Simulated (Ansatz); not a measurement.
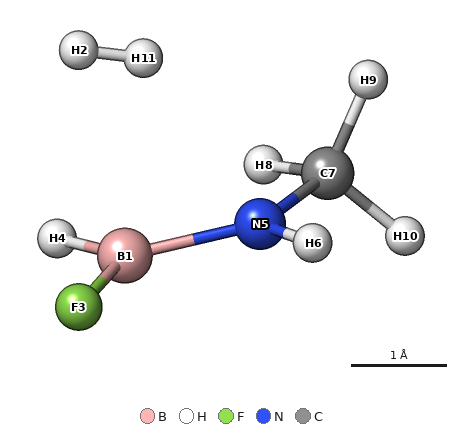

Fig. 1: The input geometry (ball-and-stick view, seen at a tilt; atoms are numbered from 1 in the order of the input). Bond lengths as drawn: B–F 1.32 Å, B–H 1.19 Å, B–N 1.46 Å, C–H 1.09 Å, C–N 1.44 Å, H–H 0.71 Å and H–N 1.00 Å.

Run report: CH₇BFN, geometry relaxation (part 1 of 3)

System: CH₇BFN.
Method: RHF/def2-SVP (Ansatz 0.2.0).

It belongs to a series of runs on one base structure; here: end point B relaxed. Figures and captions count atoms from 1; the log counts them from 0 in places.

### What the program printed
```
The last accepted step is kept in [file] (removed where the run ends without a failure and the disk answers)
Engine: ansatz 0.2.0, x86_64-unknown-linux-gnu
Functional definition: HF
  exchange = exact_x
  correlation = 0
1012 factors; integrals over basis functions are off by at most 4.3e-4 eV
mean field evaluation 1: about -5994.6081 eV, gradient 3.2e1 eV
mean field evaluation 2: about -5994.7704 eV, gradient 3.3e1 eV
mean field evaluation 4: about -5997.2739 eV, gradient 3.2e0 eV
mean field evaluation 8: about -5997.3105 eV, gradient 1.1e-1 eV
mean field -5997.31053481 eV, -220.3970970311 hartree, gradient 2.4e-5 eV, S^2 0.000000; 0 other end points of the search recorded, 0 dependent functions left out
the calculation of the forces begins
reference -5997.31053481 eV, -220.3970970311 hartree; 17, 17 occupied and 74, 74 virtual orbitals, 1012 factors
relax step   1: F+E_penalty+E_count = -5997.31053481 eV  Δ(F+E_penalty+E_count) = +0.000e0 eV  max|allowed force component| = 2.634e0 eV/Å  Δτ_max = 0.0000 Å  (35 SCF iters, accepted)
these checks for a lower state are left out or cut short: starts, cluster_reference, orbital_swaps, neighbouring_geometries, increment
1012 factors; integrals over basis functions are off by at most 3.3e-4 eV
mean field evaluation 16: about -5997.5724 eV, gradient 1.5e-3 eV
mean field -5997.57239957 eV, -220.4067203835 hartree, gradient 5.5e-6 eV, S^2 0.000000; 0 other end points of the search recorded, 0 dependent functions left out
[... from here on the field's lines of each further geometry are left out, up to the last ...]
relax step   2: F+E_penalty+E_count = -5997.57239957 eV  Δ(F+E_penalty+E_count) = -2.619e-1 eV  max|allowed force component| = 1.078e0 eV/Å  Δτ_max = 0.1949 Å  (35 SCF iters, accepted)
relax step   3: F+E_penalty+E_count = -5997.66713183 eV  Δ(F+E_penalty+E_count) = -9.473e-2 eV  max|allowed force component| = 3.184e-1 eV/Å  Δτ_max = 0.1946 Å  (35 SCF iters, accepted)
relax step   4: F+E_penalty+E_count = -5997.70588992 eV  Δ(F+E_penalty+E_count) = -3.876e-2 eV  max|allowed force component| = 1.852e-1 eV/Å  Δτ_max = 0.1930 Å  (36 SCF iters, accepted)
relax step   5: F+E_penalty+E_count = -5997.71954721 eV  Δ(F+E_penalty+E_count) = -1.366e-2 eV  max|allowed force component| = 8.404e-2 eV/Å  Δτ_max = 0.1506 Å  (37 SCF iters, accepted)
relax step   6: F+E_penalty+E_count = -5997.72589438 eV  Δ(F+E_penalty+E_count) = -6.347e-3 eV  max|allowed force component| = 1.036e-1 eV/Å  Δτ_max = 0.1423 Å  (37 SCF iters, accepted)
relax step   7: F+E_penalty+E_count = -5997.72838347 eV  Δ(F+E_penalty+E_count) = -2.489e-3 eV  max|allowed force component| = 9.626e-2 eV/Å  Δτ_max = 0.1135 Å  (37 SCF iters, accepted)
relax step   8: F+E_penalty+E_count = -5997.72925996 eV  Δ(F+E_penalty+E_count) = -8.765e-4 eV  max|allowed force component| = 6.341e-2 eV/Å  Δτ_max = 0.0836 Å  (37 SCF iters, accepted)
relax step   9: F+E_penalty+E_count = -5997.72982105 eV  Δ(F+E_penalty+E_count) = -5.611e-4 eV  max|allowed force component| = 5.441e-2 eV/Å  Δτ_max = 0.0649 Å  (37 SCF iters, accepted)
relax step  10: F+E_penalty+E_count = -5997.72919432 eV  Δ(F+E_penalty+E_count) = +6.267e-4 eV  max|allowed force component| = 1.517e-1 eV/Å  Δτ_max = 0.1010 Å  (37 SCF iters, rejected (line search))
relax step  11: F+E_penalty+E_count = -5997.73020885 eV  Δ(F+E_penalty+E_count) = -3.878e-4 eV  max|allowed force component| = 3.255e-2 eV/Å  Δτ_max = 0.0490 Å  (36 SCF iters, accepted)
relax step  12: F+E_penalty+E_count = -5997.73035210 eV  Δ(F+E_penalty+E_count) = -1.432e-4 eV  max|allowed force component| = 1.434e-1 eV/Å  Δτ_max = 0.0588 Å  (36 SCF iters, accepted)
relax step  13: F+E_penalty+E_count = -5997.73072838 eV  Δ(F+E_penalty+E_count) = -3.763e-4 eV  max|allowed force component| = 6.812e-2 eV/Å  Δτ_max = 0.0187 Å  (23 SCF iters, accepted)
relax step  14: F+E_penalty+E_count = -5997.73170768 eV  Δ(F+E_penalty+E_count) = -9.793e-4 eV  max|allowed force component| = 6.544e-3 eV/Å  Δτ_max = 0.0641 Å  (37 SCF iters, accepted)
relax step  15: F+E_penalty+E_count = -5997.73201763 eV  Δ(F+E_penalty+E_count) = -3.099e-4 eV  max|allowed force component| = 5.486e-2 eV/Å  Δτ_max = 0.0326 Å  (37 SCF iters, accepted)
relax step  16: F+E_penalty+E_count = -5997.73166040 eV  Δ(F+E_penalty+E_count) = +3.572e-4 eV  max|allowed force component| = 2.178e-1 eV/Å  Δτ_max = 0.0563 Å  (37 SCF iters, rejected (line search))
relax step  17: F+E_penalty+E_count = -5997.73235141 eV  Δ(F+E_penalty+E_count) = -3.338e-4 eV  max|allowed force component| = 6.956e-2 eV/Å  Δτ_max = 0.0275 Å  (37 SCF iters, accepted)
relax step  18: F+E_penalty+E_count = -5997.73242507 eV  Δ(F+E_penalty+E_count) = -7.366e-5 eV  max|allowed force component| = 2.364e-1 eV/Å  Δτ_max = 0.0975 Å  (36 SCF iters, accepted)
relax step  19: F+E_penalty+E_count = -5997.73351663 eV  Δ(F+E_penalty+E_count) = -1.092e-3 eV  max|allowed force component| = 1.190e-1 eV/Å  Δτ_max = 0.0320 Å  (37 SCF iters, accepted)
relax step  20: F+E_penalty+E_count = -5997.73408871 eV  Δ(F+E_penalty+E_count) = -5.721e-4 eV  max|allowed force component| = 5.034e-2 eV/Å  Δτ_max = 0.0246 Å  (36 SCF iters, accepted)
relax step  21: F+E_penalty+E_count = -5997.73451059 eV  Δ(F+E_penalty+E_count) = -4.219e-4 eV  max|allowed force component| = 3.774e-2 eV/Å  Δτ_max = 0.0255 Å  (37 SCF iters, accepted)
relax step  22: F+E_penalty+E_count = -5997.73401538 eV  Δ(F+E_penalty+E_count) = +4.952e-4 eV  max|allowed force component| = 2.716e-1 eV/Å  Δτ_max = 0.1970 Å  (35 SCF iters, rejected (line search))
relax step  23: F+E_penalty+E_count = -5997.73564335 eV  Δ(F+E_penalty+E_count) = -1.133e-3 eV  max|allowed force component| = 7.858e-2 eV/Å  Δτ_max = 0.0958 Å  (36 SCF iters, accepted)
relax step  24: F+E_penalty+E_count = -5997.73599428 eV  Δ(F+E_penalty+E_count) = -3.509e-4 eV  max|allowed force component| = 1.440e-1 eV/Å  Δτ_max = 0.0819 Å  (36 SCF iters, accepted)
relax step  25: F+E_penalty+E_count = -5997.73681304 eV  Δ(F+E_penalty+E_count) = -8.188e-4 eV  max|allowed force component| = 8.615e-2 eV/Å  Δτ_max = 0.0177 Å  (27 SCF iters, accepted)
relax step  26: F+E_penalty+E_count = -5997.73752741 eV  Δ(F+E_penalty+E_count) = -7.144e-4 eV  max|allowed force component| = 4.165e-2 eV/Å  Δτ_max = 0.0543 Å  (36 SCF iters, accepted)
relax step  27: F+E_penalty+E_count = -5997.73752393 eV  Δ(F+E_penalty+E_count) = +3.487e-6 eV  max|allowed force component| = 3.075e-2 eV/Å  Δτ_max = 0.0060 Å  (26 SCF iters, rejected (line search))
relax step  28: F+E_penalty+E_count = -5997.73764350 eV  Δ(F+E_penalty+E_count) = -1.161e-4 eV  max|allowed force component| = 2.004e-2 eV/Å  Δτ_max = 0.0029 Å  (26 SCF iters, accepted)
relax step  29: F+E_penalty+E_count = -5997.73809901 eV  Δ(F+E_penalty+E_count) = -4.555e-4 eV  max|allowed force component| = 9.029e-2 eV/Å  Δτ_max = 0.0724 Å  (36 SCF iters, accepted)
relax step  30: F+E_penalty+E_count = -5997.73843505 eV  Δ(F+E_penalty+E_count) = -3.360e-4 eV  max|allowed force component| = 8.626e-2 eV/Å  Δτ_max = 0.0282 Å  (36 SCF iters, accepted)
relax step  31: F+E_penalty+E_count = -5997.73912653 eV  Δ(F+E_penalty+E_count) = -6.915e-4 eV  max|allowed force component| = 3.536e-2 eV/Å  Δτ_max = 0.0678 Å  (36 SCF iters, accepted)
relax step  32: F+E_penalty+E_count = -5997.73943006 eV  Δ(F+E_penalty+E_count) = -3.035e-4 eV  max|allowed force component| = 4.861e-2 eV/Å  Δτ_max = 0.0558 Å  (37 SCF iters, accepted)
relax step  33: F+E_penalty+E_count = -5997.73963175 eV  Δ(F+E_penalty+E_count) = -2.017e-4 eV  max|allowed force component| = 5.766e-2 eV/Å  Δτ_max = 0.0325 Å  (37 SCF iters, accepted)
relax step  34: F+E_penalty+E_count = -5997.73979866 eV  Δ(F+E_penalty+E_count) = -1.669e-4 eV  max|allowed force component| = 5.439e-2 eV/Å  Δτ_max = 0.0269 Å  (37 SCF iters, accepted)
relax step  35: F+E_penalty+E_count = -5997.73949311 eV  Δ(F+E_penalty+E_count) = +3.055e-4 eV  max|allowed force component| = 7.412e-2 eV/Å  Δτ_max = 0.0598 Å  (36 SCF iters, rejected (line search))
relax step  36: F+E_penalty+E_count = -5997.73999601 eV  Δ(F+E_penalty+E_count) = -1.973e-4 eV  max|allowed force component| = 1.329e-2 eV/Å  Δτ_max = 0.0293 Å  (36 SCF iters, accepted)
the calculation of the forces begins
reference -5997.74012476 eV, -220.4128841706 hartree; 17, 17 occupied and 74, 74 virtual orbitals, 1012 factors
relax step  37: F+E_penalty+E_count = -5997.74012476 eV  Δ(F+E_penalty+E_count) = -1.287e-4 eV  max|allowed force component| = 1.085e-2 eV/Å  Δτ_max = 0.0419 Å  (36 SCF iters, accepted)
```

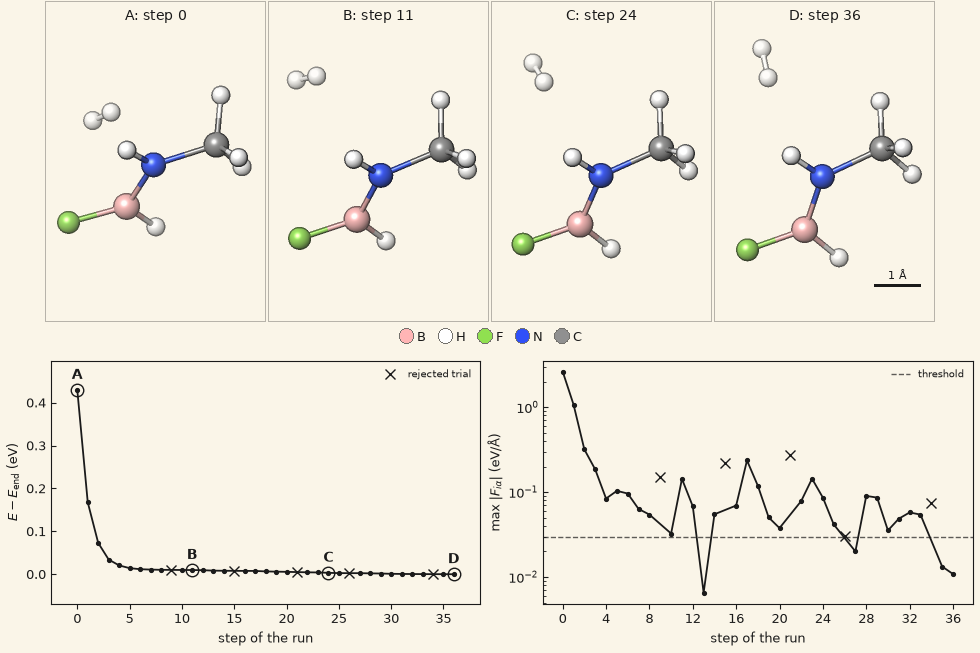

Fig. 2: Frames of the relaxation (ball-and-stick view, seen at a tilt) above the curves, on which the letters mark them (the first geometry is step 0 here and step 1 in the log).

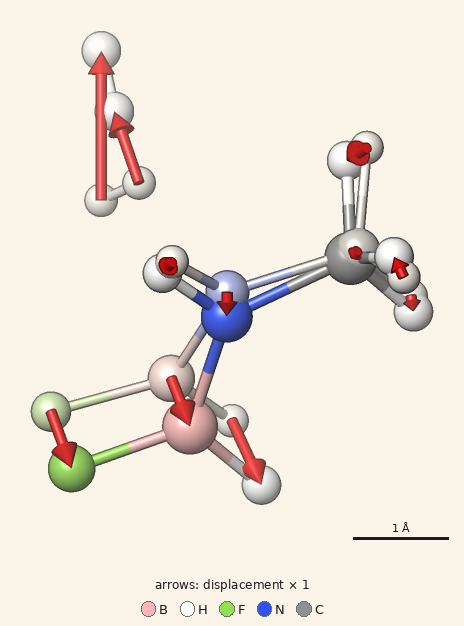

Fig. 3: Start (faint) and end (solid) with the displacements as red arrows, at true length (ball-and-stick view, seen at a tilt). The two geometries are laid on each other by the best rigid fit. The atom that moves furthest after the best rigid fit is H2 (1.58 Å). By element the largest moves are H 1.58 Å, F 0.70 Å, B 0.62 Å, N 0.26 Å, C 0.14 Å. Distances before and after: B1–N5 1.463 → 1.390 Å, H2–H11 0.710 → 0.747 Å, B1–H4 1.190 → 1.199 Å, B1–F3 1.322 → 1.330 Å. After 36 geometry steps the energy has fallen by 0.430 eV. Largest force component: 2.6 eV/Å at the start, 0.011 eV/Å at the end. The line search rejected the trial steps at points 9, 15, 21, 26, 34 (counted from 0) and went back. (Atoms are counted from 1 in the order of the input.)

```
1012 factors; integrals over basis functions are off by at most 6.7e-4 eV
mean field -5997.74012476 eV, -220.4128841706 hartree, gradient 6.3e-6 eV, S^2 0.000000; 1 other end points of the search recorded, 0 dependent functions left out
the calculation of the forces begins
reference -5997.74012476 eV, -220.4128841706 hartree; 17, 17 occupied and 74, 74 virtual orbitals, 1012 factors
Total energy: -5997.74012476 eV, -220.4128841706 hartree
Atom 0 at     0.629721     0.597211    -0.861054 Å, force    -0.002691     0.001332     0.001495 eV/Å
Atom 1 at    -1.258489     0.300307     3.113552 Å, force     0.006270     0.001835    -0.008467 eV/Å
Atom 2 at     1.650341    -0.229119    -0.647556 Å, force    -0.002234    -0.000292    -0.002475 eV/Å
Atom 3 at    -0.148862     0.339184    -1.735102 Å, force     0.006588     0.002611     0.005072 eV/Å
Atom 4 at     0.501036     1.728167    -0.063268 Å, force     0.009515    -0.004116     0.005570 eV/Å
Atom 5 at     1.194591     1.886490     0.642363 Å, force    -0.010470    -0.001678    -0.010315 eV/Å
Atom 6 at    -0.520134     2.742841    -0.160127 Å, force    -0.009636     0.006849    -0.002562 eV/Å
Atom 7 at    -1.225680     2.477668    -0.945836 Å, force     0.009709     0.004615     0.010699 eV/Å
Atom 8 at    -1.079829     2.841887     0.772732 Å, force     0.004778     0.001451    -0.010853 eV/Å
Atom 9 at    -0.097126     3.720025    -0.405612 Å, force    -0.006179    -0.010533     0.003014 eV/Å
Atom 10 at    -0.881971     0.402138     2.476308 Å, force    -0.005650    -0.002074     0.008822 eV/Å
Dipole moment:    -0.202450     0.450862     0.154917 e Å
```

### Trajectory as extended XYZ (Å, eV, eV/Å), 37 frames, from step=1 to step=37
```
11
Properties=species:S:1:pos:R:3:forces:R:3 step=1 energy=-5997.31053
B     0.3478    0.4317   -0.2806    0.4018   2.6337   0.4965
H    -0.6815   -0.1264    1.8179   -0.4036  -1.5829   0.5166
F     1.3379   -0.3867    0.0309    0.0321  -0.0271   0.0073
H    -0.5809    0.0284   -0.9055   -0.1136  -0.0499  -0.0845
N     0.4444    1.8321    0.1306    0.0292  -2.2153  -1.1059
H     1.2624    2.1148    0.6324    0.0094   0.0178   0.0308
C    -0.5020    2.8746   -0.1717    0.0561   0.0223  -0.1041
H    -1.3022    2.4765   -0.7947   -0.0257  -0.0185   0.0652
H    -0.9536    3.3035    0.7282   -0.0020  -0.0384  -0.0063
H    -0.0369    3.6885   -0.7322    0.0012   0.0571   0.0132
H    -0.5718    0.5697    1.7310    0.0152   1.2013   0.1711
11
Properties=species:S:1:pos:R:3:forces:R:3 step=2 energy=-5997.57240
B     0.3898    0.4883   -0.3463   -0.1330   1.0776   0.5580
H    -0.7606   -0.2206    1.9690   -0.0923  -0.1551   0.1783
F     1.3478   -0.3522    0.0157    0.1708  -0.0299  -0.1351
H    -0.5681    0.0655   -0.9255    0.0839   0.0400  -0.1939
N     0.4858    1.8467    0.0497    0.0290  -0.9562  -0.4336
H     1.2796    2.1202    0.5975   -0.0328   0.0106  -0.0705
C    -0.4878    2.8803   -0.1997   -0.0035   0.0772  -0.0723
H    -1.3003    2.4805   -0.8052    0.0229  -0.0046   0.0110
H    -0.9287    3.2767    0.7219    0.0882  -0.0805  -0.0298
H    -0.0497    3.7183   -0.7470   -0.0272   0.0208   0.0073
H    -0.6442    0.5031    1.8562   -0.1059   0.0000   0.1804
11
Properties=species:S:1:pos:R:3:forces:R:3 step=3 energy=-5997.66713
B     0.4102    0.5161   -0.3627    0.1459   0.1548  -0.3184
H    -0.8636   -0.2871    2.1202   -0.0032   0.1878   0.0394
F     1.4105   -0.3114   -0.0720   -0.0492  -0.0078   0.0678
H    -0.5320    0.0915   -0.9736    0.0302   0.0127   0.0823
N     0.5166    1.8577   -0.0018   -0.0609  -0.0783   0.1667
H     1.3143    2.1371    0.5397   -0.0558   0.0006  -0.1262
C    -0.4757    2.8831   -0.2174   -0.0405   0.0659   0.0092
H    -1.3013    2.4772   -0.8009    0.0454   0.0057  -0.0068
H    -0.8952    3.2636    0.7212    0.0946  -0.0615  -0.0608
H    -0.0626    3.7324   -0.7676   -0.0191  -0.0234   0.0135
H    -0.7576    0.4467    2.0016   -0.0874  -0.2566   0.1331
11
Properties=species:S:1:pos:R:3:forces:R:3 step=4 energy=-5997.70589
B     0.4413    0.5364   -0.4350    0.0468   0.1351   0.0120
H    -0.9275   -0.3417    2.2802   -0.0138   0.0001   0.0338
F     1.4360   -0.2949   -0.1306   -0.0495   0.0490  -0.0261
H    -0.5014    0.1106   -1.0449    0.0686   0.0370   0.0131
N     0.5288    1.8698   -0.0353   -0.0297  -0.1852   0.0727
H     1.3245    2.1462    0.5102   -0.0566  -0.0070  -0.1048
C    -0.4688    2.8925   -0.2369   -0.0278   0.0565   0.0087
H    -1.2872    2.4929   -0.8342    0.0330   0.0086   0.0019
H    -0.8934    3.2489    0.7081    0.0696  -0.0465  -0.0594
H    -0.0583    3.7560   -0.7663   -0.0158  -0.0178   0.0072
H    -0.8305    0.3900    2.1710   -0.0249  -0.0299   0.0409
```
